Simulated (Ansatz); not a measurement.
## Electronic structure of CH6Ge···HBr in real space

Input file:

```
crystal:
  periodic: [false, false, false]
  atoms:
    - {symbol: Ge, position_ang: [-0.723376, -0.785323, 0.527369]}
    - {symbol: Br, position_ang: [3.288418, 0.332581, -0.680498]}
    - {symbol: H, position_ang: [-1.581878, -1.805503, -0.237935]}
    - {symbol: H, position_ang: [-1.265359, -0.637290, 1.958419]}
    - {symbol: C, position_ang: [-0.676667, 0.932406, -0.392968]}
    - {symbol: H, position_ang: [2.257099, -0.461433, -0.094241]}
    - {symbol: H, position_ang: [0.706812, -1.369871, 0.633080]}
    - {symbol: H, position_ang: [-0.271206, 0.813396, -1.398137]}
    - {symbol: H, position_ang: [-1.684366, 1.342744, -0.467403]}
    - {symbol: H, position_ang: [-0.049578, 1.638292, 0.152315]}
basis:
  gaussian: {orbitals: def2-TZVPP}
hamiltonian: {xc: pbe0, dispersion: d4}
output: {orbitals: {seedname: orbitals}}
```

Run with:

```sh
ansatz run in.yaml --threads 8 --pin off --events-out ev --progress --plain --max-ram 19148MiB
```

The product side of a reaction path; geometry: PBE0-D4/def2-TZVP; a saddle point, not a minimum.

All numbers below come from RKS PBE0-D4/def2-TZVPP (Ansatz 0.2.0).

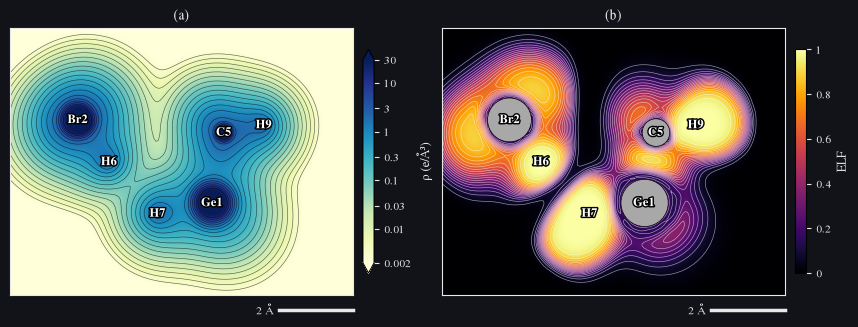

Figure 1. (a) total electron density; (b) electron localisation function on the plane of atoms C5, Ge1 and H7. Grey discs cover the atomic cores in the ELF map.

Read the bonding off the picture.

- Atoms in the plane: Ge, Br, C and H.
- H6···H7 (1.94 Å): the density falls to about 0.09 e/Å³ on the way; the ELF dips to about 0.10 between them.
- C–Ge (1.95 Å): ρ at the midpoint is about 0.88 e/Å³; the ELF peaks at about 0.90 between the atoms: a covalent bond.
- C–H (1.09 Å): ρ at the midpoint is about 2 e/Å³; the ELF climbs to about 1 towards the hydrogen, as it does in any bond to H; an ordinary covalent bond to hydrogen.
- Br–H (1.43 Å): the density is about 1.6 e/Å³ at the midpoint; the ELF climbs to about 1 towards the hydrogen.
- Ge–H (1.55 Å): ρ at the midpoint is about 1 e/Å³; the ELF climbs to about 1 towards the hydrogen.
- The ELF also peaks beside Br2, away from the bonds: lone-pair regions.

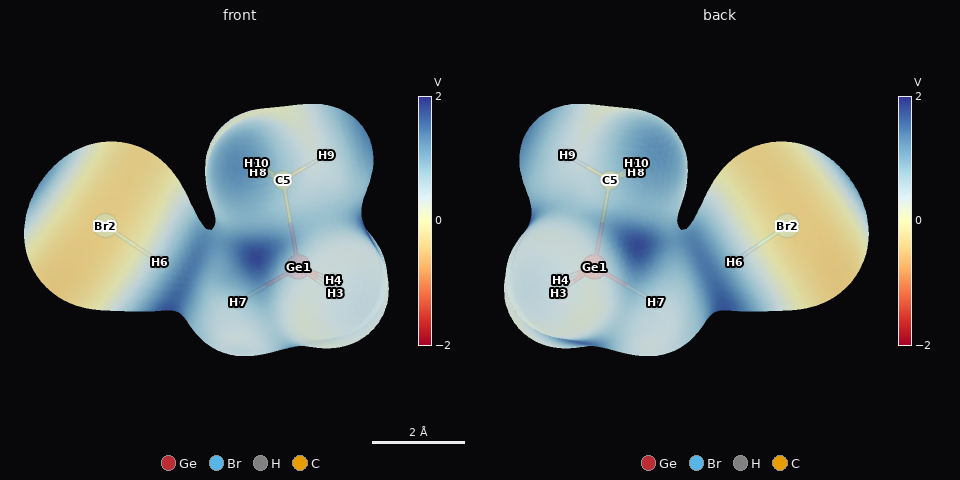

Figure 2. The molecular electrostatic potential painted on the density surface at 0.004 e/bohr³, seen from the front and from behind; red is negative and blue positive.

Describe the electrostatic potential map.

The most negative region (about −0.4 V, or −9 kcal/mol for a unit charge) lies over Br2, the most positive (about +1.8 V, or +42 kcal/mol for a unit charge) over Ge1. Br2 shows a σ-hole: about +1.2 V, or +28 kcal/mol for a unit charge at the tip opposite its bond, against about −0.4 V, or −9 kcal/mol for a unit charge on its flanks.

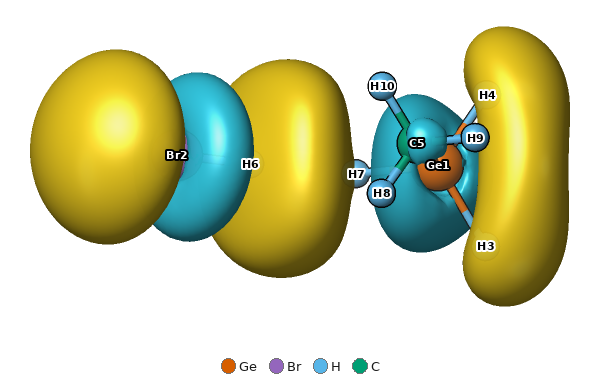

Figure 3. The LUMO at ±0.06 Å⁻³ᐟ² (yellow and cyan are the two phases), seen from one side.

What is the character of this orbital?

It lies mainly on Br2 (about 40 %), H6 (about 25 %), Ge1 (about 20 %) and H7 (about 10 %). Its energy is −0.24 eV.
